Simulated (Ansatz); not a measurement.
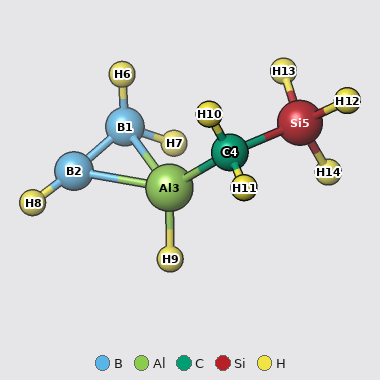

The system is CH9AlB2Si; the picture shows the reference structure. Coordinates scanned: (1) dihedral B1–Al3–C4–Si5; (2) dihedral Al3–C4–Si5–H12. Nothing is relaxed (all other coordinates rigid). The scan uses an 8 × 7 grid. Points are written as (first, second). Energies are in kJ/mol, from the lowest grid point. These are results of RKS PBE-D4/def2-SVP in Ansatz 0.2.0, not measurements.

Its coordinates:

```csv
atom,x (Å),y (Å),z (Å)
B,-2.0603,0.0484,0.7755
B,-2.2537,-1.3355,1.4322
Al,-0.2745,-1.0474,0.1983
C,1.4152,-0.0470,0.1335
Si,1.4667,1.2790,-1.2123
H,-1.8275,1.0040,1.5001
H,-1.8738,0.2082,-0.4440
H,-2.3900,-2.3767,2.0223
H,-0.4636,-2.4091,-0.6374
H,1.5953,0.4498,1.1116
H,2.2471,-0.7628,-0.0478
H,2.8136,1.9498,-1.3042
H,0.4318,2.3389,-0.9403
H,1.1608,0.6713,-2.5583
```

Range: dihedral B1–Al3–C4–Si5 from −180 to 135°; dihedral Al3–C4–Si5–H12 from −265 to −85°.

> What will the energy surface look like?

The lowest grid point is at (−45°, −175°). The bottom of the well lies between grid points, at about (−70°, −175°), about 0.45 kJ/mol lower on the interpolated surface. The energy also falls towards the edge at (−90°, −85°) (2.0 kJ/mol above the lowest) and (90°, −85°) (2.1 kJ/mol above the lowest), where a further well may lie outside the range. A higher local minimum lies near (135°, −175°) (0.39 kJ/mol above the lowest at that grid point). The highest grid point, (0°, −115°), lies 16.7 kJ/mol above the lowest. On the interpolated surface the easiest way out of the lowest well to the well at about (110°, −180°) passes a barrier of about 3.1 kJ/mol, counted from the interpolated bottom of the well. Round the minimum the valley is somewhat tilted: raising dihedral B1–Al3–C4–Si5 shifts the best value of dihedral Al3–C4–Si5–H12 upwards (coupling k₁₂/√(k₁₁k₂₂) about −0.4).

| dihedral Al3–C4–Si5–H12 ↓, dihedral B1–Al3–C4–Si5 → | −180 | −135 | −90 | −45 | 0 | 45 | 90 | 135 |
| --- | --- | --- | --- | --- | --- | --- | --- | --- |
| −85 | 7.6 | 5.6 | 2.0 | 4.7 | 8.6 | 3.9 | 2.1 | 3.3 |
| −115 | 11.5 | 10.5 | 5.2 | 8.5 | 16.7 | 9.8 | 5.5 | 5.8 |
| −145 | 7.4 | 8.2 | 3.4 | 3.7 | 10.1 | 8.8 | 4.1 | 3.1 |
| −175 | 3.4 | 3.1 | 0.0 | 0.0 | 2.1 | 2.7 | 0.4 | 0.4 |
| −205 | 7.2 | 5.4 | 1.8 | 4.3 | 8.3 | 3.8 | 1.9 | 2.9 |
| −235 | 11.4 | 10.7 | 5.3 | 8.3 | 16.6 | 10.0 | 5.7 | 5.7 |
| −265 | 7.7 | 8.7 | 3.9 | 3.9 | 10.2 | 9.3 | 4.6 | 3.4 |

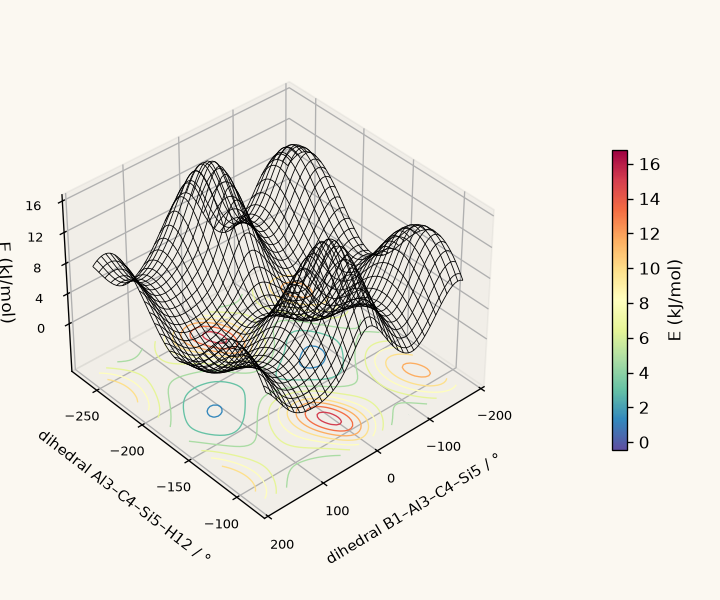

Drawn: a relief with its contours projected below. Between grid points the surface is interpolated.

The whole map (56 points run) took 15 min on 1 thread of Arm Neoverse V1, with other jobs on the host.
